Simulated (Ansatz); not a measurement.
**Phonon transport in CeO2 (Fm-3m)**

Aim: the lattice thermal conductivity of CeO2 against temperature, and which phonons carry it.

What experiment has found for this phase:
- thermal conductivity 10.8 W/m/K near room temperature (given in “Predicting the lattice thermal conductivity of solids by solving the Boltzmann transport equation: AFLOW - AAPL an automated, accurate and efficient framework”, 2017, arXiv:1611.05481)

Program: Ansatz 0.2.0. Level of theory: DFT PBEsol, scalar-relativistic, plane waves, PAW; PAW set soft_1. Results are calculated unless marked as measured.

## (1) Set-up

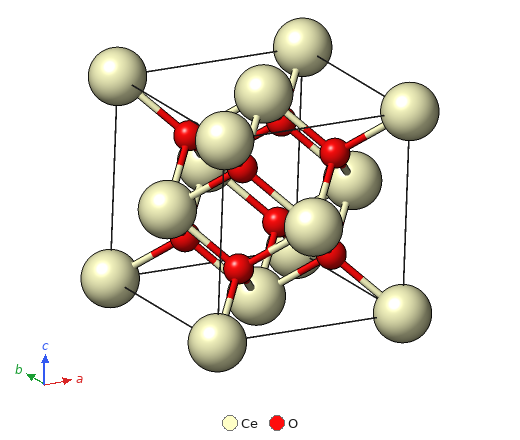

Start, viewed slightly off an axis; cerium light yellow, oxygen red. This picture shows the conventional cell, with its axes. Some periodic images of atoms are drawn too.

Coordinates:

```cif
data_structure
_symmetry_space_group_name_H-M 'P 1'
_symmetry_Int_Tables_number 1
_cell_length_a 3.8235
_cell_length_b 3.8235
_cell_length_c 3.8235
_cell_angle_alpha 60.000
_cell_angle_beta 60.000
_cell_angle_gamma 60.000
_cell_volume 39.53
loop_
_atom_site_label
_atom_site_type_symbol
_atom_site_fract_x
_atom_site_fract_y
_atom_site_fract_z
_atom_site_occupancy
Ce1 Ce 0.00000 0.00000 0.00000 1
O2 O 0.25000 0.25000 0.25000 1
O3 O 0.75000 0.75000 0.75000 1
```

## (2) Probe on a coarse mesh

Before spending time, one coarse run tells the gap and the pressure of the starting cell.

Contents of input.yaml:

```yaml
crystal:
  lattice:
    - [0.0, 2.70365, 2.70365]
    - [2.70365, 0.0, 2.70365]
    - [2.70365, 2.70365, 0.0]
  atoms:
    - { symbol: Ce, position: [0.0, 0.0, 0.0] }
    - { symbol: O, position: [0.25, 0.25, 0.25] }
    - { symbol: O, position: [0.75, 0.75, 0.75] }
kpoints:
  mp_grid: { grid: [6, 6, 6] }
hamiltonian:
  xc: pbesol
  pseudopotentials: { kind: paw, azcp: { folder: soft_1 }, xc_functional: pbe }
scf:
  occupations: { method: gaussian, width: 0.1 }
  lower_state_search: "off"
output:
  forces: true
  stress: true
  eigenvalues: true
```

Started as:

```console
$ ansatz run input.yaml --threads 18 --pin off --max-ram 92160MiB --backend cuda --events-out ev --progress --plain --runs-dir out --max-vram 78GiB
```

Numbers of over 12 decimals in the logs are rounded to 6 here.

Output:

```text
band count auto-derived: 22 (N_el = 24.0; filled up to band 12; 16 by the electrons, moments and atoms)
Engine: ansatz 0.2.0, aarch64-unknown-linux-gnu
Pseudopotentials: kind: paw
Pseudopotential: Ce, paw, valence charge 12, recommended cutoff 420 eV (normal), soft_1/Ce.paw.azcp
Pseudopotential: O, paw, valence charge 6, recommended cutoff 420 eV (normal), soft_1/O.paw.azcp
Functional definition: PBEsol
  exchange = pbesol_x
  correlation = pbesol_c
device memory: the entry about to start is reckoned to put 0.8 GiB on a device that reports 170.2 GiB free (of which the cap on the GPU budget leaves the run 78.0 GiB)
GPU FFT provider: cuFFT
GPU libraries: cuBLAS 13.8.1, cuFFT 12.4.0, cuSOLVER 12.3.2
GPU matrix products: emulated (plane waves: as basis.precision tells), large ones in fixed point in workspaces of 1.00 GiB
Crystal: 3 atoms, lattice volume = 39.526 Å³
Basis set: ecut = 420 eV, 749 PW (Γ), exchange–correlation on 54×54×54 points (8 copies of the dense FFT grid, shifted against one another)
Bands: 22, of which v1, the nominal top of the filled ones, is band 12 counted from 1 (11 counted from 0)
Symmetry: 48 space group operations
Space group: Fm-3m (ITA 225), of the structure as read, at distance tolerance 3.4e-5 Å
k-points: 16 of 216
Non-local potential: Ce, projectors of the file, l = 0: 3, l = 1: 2, l = 2: 2, l = 3: 3
Non-local potential: O, projectors of the file, l = 0: 2, l = 1: 2, l = 2: 1
PAW form: soft (Blöchl's): semilocal exchange-correlation on the pseudo side does not see the compensation charge
PAW frozen core: Ce, regenerated for the run's functional, and the local potential with it (the file was generated under x = pbe(κ = 0.804, μ = 0.219515), c = pbe(β = 0.066725))
PAW frozen core: O, regenerated for the run's functional, and the local potential with it (the file was generated under x = pbe(κ = 0.804, μ = 0.219515), c = pbe(β = 0.066725))
PAW one-centre angular grid: Ce, 590 points (default); XC on 64 Gauss nodes
PAW one-centre angular grid: O, 110 points (default); XC on 64 Gauss nodes
Initial density: superposition of atomic densities (chi_scale 0.1, normalization cell, long waves kept (reshape's long-wave potential 0.00 eV rms))
Initial wavefunctions: pseudopotential atomic-orbital guess
GPU buffer pool allocated for 19683 grid points (all kernels)
GPU transforms: local potential and band sums: pruned to the plane-wave sphere, on 25×25×25
Functional: x = pbesol(κ = 0.804, μ = 0.123457), c = pbesol(β = 0.046)
SCF iter   1: F=—  HF=-7612.246835 eV  |F-HF|=—  |Δ(HF+E_count)|=         —  Δρ=5.48e-2  dr2=8.32e-1  ethr=3.10e-3  ⟨swp⟩=5.0  Hψ=1403  notcnv=0
preconditioner: auto → none  [insulator: Δε(μ)=1.984 eV  Ē_g=11.846 eV  σ=0.100 eV  W_gap=1.00  n_scr=14 (ndim 8)  ℏωp=27.7 eV  f_vac=0.000  D(μ)=0.00/eV (n_scr^D=0)  ε∞_Penn≈6.5]
SCF iter   2: F=—  HF=-7612.111677 eV  |F-HF|=—  |Δ(HF+E_count)|=   1.35e-1  Δρ=2.03e-2  dr2=1.34e-1  ethr=3.10e-3  ⟨swp⟩=2.9  Hψ=673  notcnv=0  defer=47
SCF iter   3: F=—  HF=-7612.118417 eV  |F-HF|=—  |Δ(HF+E_count)|=   6.74e-3  Δρ=5.24e-3  dr2=4.86e-3  ethr=5.60e-4  ⟨swp⟩=3.6  Hψ=630  notcnv=0  defer=48
SCF iter   4: F=—  HF=-7612.119541 eV  |F-HF|=—  |Δ(HF+E_count)|=   1.12e-3  Δρ=1.23e-3  dr2=6.66e-4  ethr=2.03e-5  ⟨swp⟩=2.0  Hψ=512  notcnv=0  defer=48
SCF iter   5: F=—  HF=-7612.119563 eV  |F-HF|=—  |Δ(HF+E_count)|=   2.21e-5  Δρ=1.12e-4  dr2=6.23e-6  ethr=2.77e-6  ⟨swp⟩=2.7  Hψ=467  notcnv=0  defer=48
SCF iter   6: F=—  HF=-7612.119505 eV  |F-HF|=—  |Δ(HF+E_count)|=   5.87e-5  Δρ=1.07e-5  dr2=1.82e-8  ethr=4.17e-10  ⟨swp⟩=7.8  Hψ=1931  notcnv=0
SCF iter   7: F=-7612.119505 eV  HF=-7612.119505 eV  |F-HF|=1.33e-10  |Δ(HF+E_count)|=   2.27e-9  Δρ=1.04e-6  dr2=8.28e-11  ethr=7.60e-11  ⟨swp⟩=2.1  Hψ=1052  notcnv=0
SCF 1 converged in 7 iterations: F = -7612.119505 eV  dr2 = 8.28e-11
  greatest PAW one-centre occupation: 0.982 electrons in one spin orbital (limit 2), on the Ce atom at site 0 (counted from 0), in its partial waves of l = 0
SCF converged after 7 iterations
Free energy (F): -7612.119505 eV
Harris-Foulkes:  -7612.119505 eV  (|F-HF|=1.33e-10)
Internal energy: -7612.119505 eV  (E = F + TS)
E sigma→0 (E₀):  -7612.119505 eV
Fermi energy:    11.627722 eV
--- Per-component energies (eV) ---
  E_band       = 19.815831
  E_kinetic    = 577.410836
  E_local      = -917.140105  (includes V_loc(G=0)·N_el)
  E_nonlocal   = 204.562496
  E_hartree    = 340.546170
  E_xc         = -290.076545
  E_vxc        = -356.940290  (∫ρ·V_xc dr)
  E_paw        = -5797.104457  (= ΣΔE_a)
  E_vpaw       = -169.171055  (= ΣTr[D̂ρ^β])
  E_aug_tail   = 0.001519  (compensation charges beyond the density's cutoff)
  E_ewald      = -1730.615845
  E_core_change = 0.296425  (= ΣΔE_core)
  E_smearing   = -0.000000  (= −TS)
  E_closure    = 0.000000  (closes the sum)
  Σ components = -7612.119505   (vs F -7612.119505, Δ=0.00e0)
--- Forces (eV/Å), atoms counted from 1 ---
  atom   1  Ce    -0.00000000    -0.00000000    -0.00000000
  atom   2  O     -0.00000000     0.00000000    -0.00000000
  atom   3  O      0.00000000     0.00000000     0.00000000
  max |Σ_I F_I| component: 1.85e-17 eV/Å
--- Stress (GPa, compression-positive) ---
       -0.917638       0.000000       0.000000
       -0.000000      -0.917638       0.000000
       -0.000000      -0.000000      -0.917638
  P = ⅓ Tr σ = -0.9176 GPa (-9.176 kbar)
--- Band table (eV; the first three rows and the last of 16) ---
  k-point 0: bands = [... 8 lower, 6.7598, 10.0670, 10.0670, 10.0670, 12.9839, 12.9839, 12.9839, 13.2585, ... 6 higher]
  k-point 1: bands = [... 8 lower, 7.4445, 9.8324, 9.9721, 9.9721, 12.9550, 12.9550, 12.9863, 13.2895, ... 6 higher]
  k-point 2: bands = [... 8 lower, 8.7439, 9.5669, 9.8711, 9.8711, 12.8804, 12.8804, 12.9392, 12.9912, ... 6 higher]
  k-point 15: bands = [... 8 lower, 9.5521, 9.7307, 9.9255, 10.0302, 12.7527, 12.8364, 12.8371, 13.0018, ... 6 higher]
```

Elapsed: 0.83 s, on 1 × NVIDIA GB200 with 18 threads of Arm Neoverse V2, shared host; peak memory 1.1 GiB; 1.6 s of CPU time.

The column dr2 measures how far the density is from self-consistency, as an energy; F and HF (Harris–Foulkes) agree once it is small.

This step gave:

```
pressure          : -0.9176 GPa
gap on the k-mesh : 2.071 eV
volume per atom   : 13.18 Å³/atom
```

The start is under -0.92 GPa at this level and looks like an insulator or semiconductor on this mesh.

## (3) Relaxation

The vibrations must be taken about the equilibrium of this functional, not about the starting cell, so the structure is relaxed.

input.yaml, the sections that differ from step 2:

```yaml
kpoints:
  mp_grid: { grid: [10, 10, 10] }
scf:
  occupations: { method: gaussian, width: 0.02 }
  lower_state_search: "off"
relax:
  adjacent_minimum: "off"
  f_tol: 0.005
  max_steps: 80
  cell: { stress_tol: 0.05 }
# crystal, hamiltonian, output: as in step 2
```

Output:

```text
[...]
Crystal: 3 atoms, lattice volume = 39.526 Å³
Basis set: ecut = 420 eV, 749 PW (Γ), exchange–correlation on 54×54×54 points (8 copies of the dense FFT grid, shifted against one another)
Bands: 22, of which v1, the nominal top of the filled ones, is band 12 counted from 1 (11 counted from 0)
Symmetry: 48 space group operations
[...]
k-points: 47 of 1000
[...]
SCF iter   1: F=—  HF=-7612.246741 eV  |F-HF|=—  |Δ(HF+E_count)|=         —  Δρ=5.48e-2  dr2=8.32e-1  ethr=3.10e-3  ⟨swp⟩=5.6  Hψ=4189  notcnv=0
[...]
SCF iter   2: F=—  HF=-7612.111539 eV  |F-HF|=—  |Δ(HF+E_count)|=   1.35e-1  Δρ=2.03e-2  dr2=1.35e-1  ethr=3.10e-3  ⟨swp⟩=2.9  Hψ=1963  notcnv=0  defer=140
[...]
SCF iter   7: F=-7612.119199 eV  HF=-7612.119199 eV  |F-HF|=1.41e-10  |Δ(HF+E_count)|=   3.70e-9  Δρ=1.07e-6  dr2=8.85e-11  ethr=7.16e-11  ⟨swp⟩=2.0  Hψ=3059  notcnv=0
SCF 1 converged in 7 iterations: F = -7612.119199 eV  dr2 = 8.85e-11
[...]
relax step   1: F+E_penalty+E_count = -7612.11919887 eV  Δ(F+E_penalty+E_count) = +0.000e0 eV  max|allowed force component| = 2.005e-17 eV/Å  Δτ_max = 0.0000 Å  P = -0.920 GPa  Ω = 39.526 Å³  (7 SCF iters, dr2 threshold 1.00e-7 eV, accepted)
[...]
Crystal: 3 atoms, lattice volume = 39.204 Å³
[...]
iter 1 solved again at ethr=5.20e-6 eV; its pass at ethr=3.10e-3 eV (dr2=1.25e-3 eV) is discarded
[...]
SCF iter   2: F=—  HF=-7612.121477 eV  |F-HF|=—  |Δ(HF+E_count)|=   1.11e-3  Δρ=4.71e-3  dr2=1.04e-2  ethr=5.00e-6  ⟨swp⟩=2.3  Hψ=1965  notcnv=0  recentre
[...]
SCF iter   5: F=-7612.120194 eV  HF=-7612.120194 eV  |F-HF|=8.05e-10  |Δ(HF+E_count)|=   5.13e-7  Δρ=1.96e-5  dr2=6.54e-8  ethr=1.25e-9  ⟨swp⟩=5.6  Hψ=4314  notcnv=0
SCF 2 converged in 5 iterations: F = -7612.120194 eV  dr2 = 6.54e-8
relax step   2: F+E_penalty+E_count = -7612.12019378 eV  Δ(F+E_penalty+E_count) = -9.949e-4 eV  max|allowed force component| = 1.542e-16 eV/Å  Δτ_max = 0.0000 Å  P = +0.679 GPa  Ω = 39.204 Å³  energy of the carried Pulay correction = +7.402e-4 eV  (5 SCF iters, dr2 threshold 3.00e-7 eV, accepted)
[...]
Crystal: 3 atoms, lattice volume = 39.340 Å³
[...]
SCF iter   4: F=-7612.120164 eV  HF=-7612.120164 eV  |F-HF|=2.24e-8  |Δ(HF+E_count)|=   1.71e-7  Δρ=2.16e-5  dr2=1.57e-7  ethr=1.25e-9  ⟨swp⟩=4.3  Hψ=4178  notcnv=0
SCF 3 converged in 4 iterations: F = -7612.120164 eV  dr2 = 1.57e-7
relax step   3: F+E_penalty+E_count = -7612.12016423 eV  Δ(F+E_penalty+E_count) = +2.956e-5 eV  max|allowed force component| = 1.357e-16 eV/Å  Δτ_max = 0.0000 Å  P = -0.006 GPa  Ω = 39.340 Å³  energy of the carried Pulay correction = +4.266e-4 eV  (4 SCF iters, dr2 threshold 3.00e-7 eV, accepted)
[...]
SCF iter   1: F=—  HF=-7612.119723 eV  |F-HF|=—  |Δ(HF+E_count)|=         —  Δρ=4.79e-5  dr2=2.86e-7  ethr=3.00e-8  ⟨swp⟩=3.3  Hψ=7573  notcnv=0
[...]
SCF iter   2: F=—  HF=-7612.119697 eV  |F-HF|=—  |Δ(HF+E_count)|=   2.58e-5  Δρ=2.60e-5  dr2=2.10e-7  ethr=1.19e-9  ⟨swp⟩=2.0  Hψ=1550  notcnv=0
[...]
SCF iter   6: F=-7612.119697 eV  HF=-7612.119697 eV  |F-HF|=7.28e-12  |Δ(HF+E_count)|=  3.09e-11  Δρ=1.33e-7  dr2=7.76e-12  ethr=1.00e-12  ⟨swp⟩=4.6  Hψ=4317  notcnv=0
SCF 4 converged in 6 iterations: F = -7612.119697 eV  dr2 = 7.76e-12
relax step   4: F+E_penalty+E_count = -7612.11969695 eV  Δ(F+E_penalty+E_count) = +4.673e-4 eV  max|allowed force component| = 1.280e-16 eV/Å  Δτ_max = 0.0000 Å  P = -0.026 GPa  Ω = 39.340 Å³  stress off target by 2.64e-2 GPa  SCF on the basis re-selected at this cell (its energy is not comparable with the rows above)  (6 SCF iters)
basis re-selected at this cell: Δ(F+E_penalty+E_count) = +4.673e-4 eV, ΔP = -0.021 GPa vs the last step (what re-selecting the basis moved, of the pressure what is left beyond the Pulay correction that the steps carried, after the strain that the cell walked since its last selection, with what the two solves' SCF thresholds leave and, on support functions, any second-order correction that the steps lacked; it is no m [...]
SCF converged after 6 iterations
Free energy (F): -7612.119697 eV
[...]
Internal energy: -7612.119697 eV  (E = F + TS)
E sigma→0 (E₀):  -7612.119697 eV
Fermi energy:    11.754547 eV
[...]
--- Stress (GPa, compression-positive) ---
       -0.026367       0.000000      -0.000000
        0.000000      -0.026367       0.000000
       -0.000000       0.000000      -0.026367
  P = ⅓ Tr σ = -0.0264 GPa (-0.264 kbar)
--- Band table (eV; the first three rows and the last of 47) ---
  k-point 0: bands = [... 8 lower, 6.8074, 10.1349, 10.1349, 10.1349, 13.0782, 13.0782, 13.0782, 13.3566, ... 6 higher]
  k-point 1: bands = [... 8 lower, 7.0735, 10.0372, 10.0962, 10.0962, 13.0682, 13.0682, 13.0792, 13.3693, ... 6 higher]
  k-point 2: bands = [... 8 lower, 7.7577, 9.8291, 10.0102, 10.0102, 13.0351, 13.0351, 13.0817, 13.3794, ... 6 higher]
  k-point 46: bands = [... 8 lower, 9.6510, 9.7561, 10.0044, 10.0858, 12.8314, 12.9391, 12.9487, 13.1288, ... 6 higher]
--- Relaxed structure (3 steps of the walk, 3 accepted, 1 SCFs on fresh bases) ---
  F+E_penalty+E_count = -7612.11969695 eV   max|allowed force component| = 1.280e-16 eV/Å   (the final SCF, on the basis selected at the relaxed cell)
  cell:  # Å, volume = 39.3401 Å³
    - [0, 2.699407, 2.699407]
    - [2.699407, 0, 2.699407]
    - [2.699407, 2.699407, 0]
  atoms:
    - { symbol: Ce, position: [0, 0, 0] }
    - { symbol: O, position: [0.25, 0.25, 0.25] }
    - { symbol: O, position: [0.75, 0.75, 0.75] }
```

Run time: 2.3 s. Hardware: 1 × NVIDIA GB200 with 18 threads; peak memory 1 GiB.

Relaxation path:

| step | energy less that of the first step (eV) | largest force component (eV/Å) | pressure (GPa) | volume (Å³) |
| --- | --- | --- | --- | --- |
| 1 | 0.0000 | 0.0000 | -0.92 | 39.53 |
| 2 | -0.0010 | 0.0000 | 0.68 | 39.20 |
| 3 | -0.0010 | 0.0000 | -0.01 | 39.34 |
| 4* | -0.0005 | 0.0000 | -0.03 | 39.34 |

Relaxation steps marked * repeat the geometry before them on a plane-wave basis chosen anew for their cell, so energy and pressure can jump there.

Forces are held to the 48 operations that the run works with; a distortion that breaks them can't arise in this run.

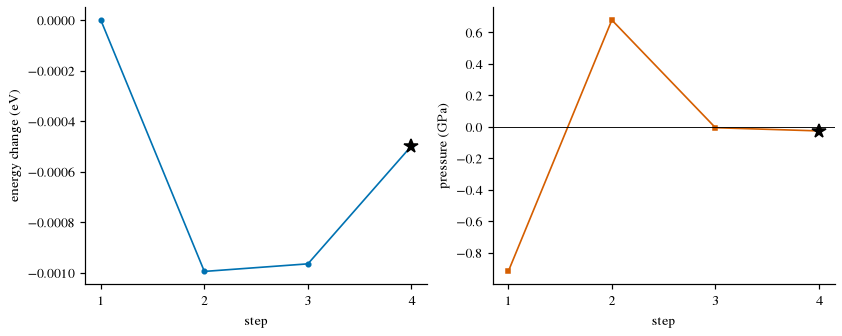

Energy and pressure along the relaxation. Stars mark steps on a basis chosen anew.

| conventional cell, symmetrised | before | after | change |
| --- | --- | --- | --- |
| a (Å) | 5.407 | 5.399 | -0.2 % |
| b (Å) | 5.407 | 5.399 | -0.2 % |
| c (Å) | 5.407 | 5.399 | -0.2 % |
| volume (Å³/atom) | 13.18 | 13.11 | -0.5 % |

Final coordinates:

```cif
data_structure
_symmetry_space_group_name_H-M 'P 1'
_symmetry_Int_Tables_number 1
_cell_length_a 3.8175
_cell_length_b 3.8175
_cell_length_c 3.8175
_cell_angle_alpha 60.000
_cell_angle_beta 60.000
_cell_angle_gamma 60.000
_cell_volume 39.34
loop_
_atom_site_label
_atom_site_type_symbol
_atom_site_fract_x
_atom_site_fract_y
_atom_site_fract_z
_atom_site_occupancy
Ce1 Ce 0.00000 0.00000 0.00000 1
O2 O 0.25000 0.25000 0.25000 1
O3 O 0.75000 0.75000 0.75000 1
```

This step gave:

```
pressure          : -0.02637 GPa
gap on the k-mesh : 1.988 eV
volume per atom   : 13.11 Å³/atom
```

## (4) Tight relaxation

The relaxation is repeated with tighter thresholds on force and stress, since phonons are sensitive to what is left; a change of mesh or smearing in the input moves the cell too.

input.yaml, the sections that differ from step 3:

```yaml
crystal:
  lattice:
    - [0.0, 2.6994069476, 2.6994069476]
    - [2.6994069476, 0.0, 2.6994069476]
    - [2.6994069476, 2.6994069476, 0.0]
  atoms:
    - { symbol: Ce, position: [0.0, 0.0, 0.0] }
    - { symbol: O, position: [0.25, 0.25, 0.25] }
    - { symbol: O, position: [0.75, 0.75, 0.75] }
kpoints:
  mp_grid: { grid: [12, 12, 12] }
scf:
  occupations: { method: fixed }
  lower_state_search: "off"
relax:
  adjacent_minimum: "off"
  f_tol: 0.001
  max_steps: 60
  cell: { stress_tol: 0.01 }
# hamiltonian, output: as in step 3
```

Output:

```text
[...]
Crystal: 3 atoms, lattice volume = 39.340 Å³
Basis set: ecut = 420 eV, 749 PW (Γ), exchange–correlation on 54×54×54 points (8 copies of the dense FFT grid, shifted against one another)
Bands: 16, of which v1, the nominal top of the filled ones, is band 12 counted from 1 (11 counted from 0)
Symmetry: 48 space group operations
[...]
k-point 71: bands = [... 8 lower, 9.6995, 9.6995, 10.0166, 10.0787, 12.8262, 12.9535, 12.9535, 13.2006]
--- Relaxed structure (3 steps of the walk, 3 accepted, 1 SCFs on fresh bases) ---
[...]
cell:  # Å, volume = 39.3348 Å³
    - [0, 2.699287, 2.699287]
    - [2.699287, 0, 2.699287]
    - [2.699287, 2.699287, 0]
  atoms:
    - { symbol: Ce, position: [0, 0, 0] }
    - { symbol: O, position: [0.25, 0.25, 0.25] }
    - { symbol: O, position: [0.75, 0.75, 0.75] }
[key lines of the parts left out:]
SCF converged after 5 iterations
Free energy (F): -7612.119748 eV
Fermi energy:    10.782634 eV
P = ⅓ Tr σ = -0.0006 GPa (-0.006 kbar)
```

Run time: 2.4 s. Hardware: 1 × NVIDIA GB200 with 18 threads; peak memory 1 GiB; 6.7 s of CPU time.

Little changed from the start: no atom moved by 0.005 Å and no cell edge by 0.1 %.

This step gave:

* pressure: -5.51e-4 GPa
* gap on the k-mesh: 1.968 eV

The residual pressure is -5.5e-4 GPa, small enough for phonons.

## (5) A faulty attempt

This input was changed on purpose, to see how the program answers.

Contents of input.yaml:

```yaml
crystal:
  lattice:
    - [0.0, 2.6992869242, 2.6992869242]
    - [2.6992869242, 0.0, 2.6992869242]
    - [2.6992869242, 2.6992869242, 0.0]
  atoms:
    - { symbol: Ce, position: [0.0, 0.0, 0.0] }
    - { symbol: O, position: [0.25, 0.25, 0.25] }
    - { symbol: O, position: [0.75, 0.75, 0.75] }
kpoints:
  mp_grid: { grid: [8, 8, 8] }
hamiltonian:
  xc: pbesol
  pseudopotentials: { kind: paw, azcp: { folder: soft_1 }, xc_functional: pbe }
scf:
  occupations: { method: fixed }
  lower_state_search: "off"
  max_iter: 100
output:
  eigenvalues: true
phonons:
  supercell: [2, 2, 2]
  dielectric: false
  third_order: { supercell: [2, 2, 2], pair_cutoff: 2.488 }
  lattice_thermal_conductivity:
    qmesh: [11, 11, 11]
    temperatures: [-10, 0, 300]
    isotope_mass_variance:
      - { species: Ce, variance: 2.25e-05 }
      - { species: O, variance: 3.359e-05 }
```

Output:

```text
Error: invalid value for `phonons.lattice_thermal_conductivity.temperatures`: every temperature must be finite and > 0; got -10 K
```

It took 0.03 s on 18 threads; peak memory 0.035 GiB.

The input was rejected at the start.

The program's message: “Error: invalid value for `phonons.lattice_thermal_conductivity.temperatures`: every temperature must be finite and > 0; got -10 K”

The fault put into the input: a temperature of 0 K or below.

(Part 1 of 3 ends here.)

[Logs are printed without paths, hosts, clocks, repeated set-up lines and the standing remarks that a program may print on its own settings, such as how far it seeks lower states.]

[Hosts, paths, dates, database ids (printed as entryN), source tags and the programs' standing remarks are cut or masked in the printed files.]

[A step with changed settings may run another functional than the one named; its input shows which.]
